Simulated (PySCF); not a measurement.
F2H2Si, SMILES `F[SiH2]F`.

Method: PBE/def2-SVPD; geometry: GFN2-xTB; program: PySCF. No frequency check shows the geometry to be a minimum.

Geometry (Å), atoms numbered from 1:

```
F1       1.2472    0.5091    0.0003
Si2      0.0000   -0.4835    0.0000
F3      -1.2472    0.5091   -0.0003
H4      -0.0024   -1.1972    1.2539
H5       0.0024   -1.1972   -1.2539
```

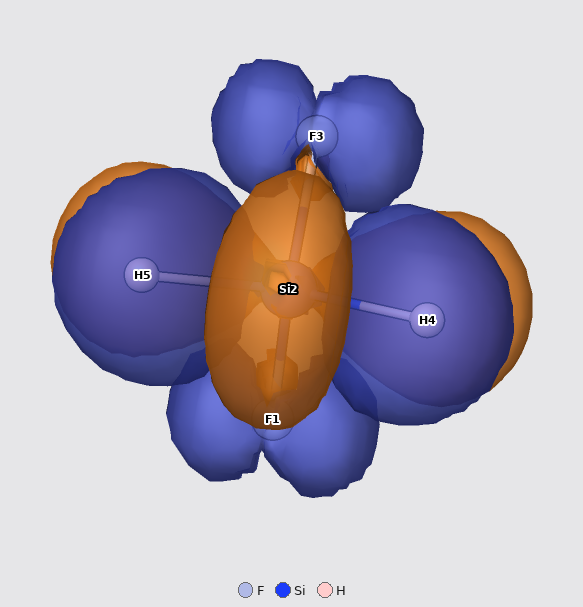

Unrelaxed difference density of S₂ less the ground state (full linear response singlet states), ±0.02 e/Å³; orange: gain, blue: loss.

Q: How does the charge move on excitation?

A: 0.75 e is displaced in all, of which about 0.3 e passes between atoms: H4 and H5 (0.08 e each) and F1 and F3 (0.07 e each) lose electrons and Si2 (0.30 e) gains them. The state: 8.28 eV (150 nm), f = 0.035, partly diffuse acceptor orbital; the leading pair carries 100 %; hole on Si2 (25 %), H4 and H5 (20 % each) and F1 and F3 (17 % each), electron on Si2 (56 %), H4 and H5 (12 % each) and F1 and F3 (10 % each) (atom shares of so diffuse an orbital are rough); their centroids lie 0.2 Å apart.
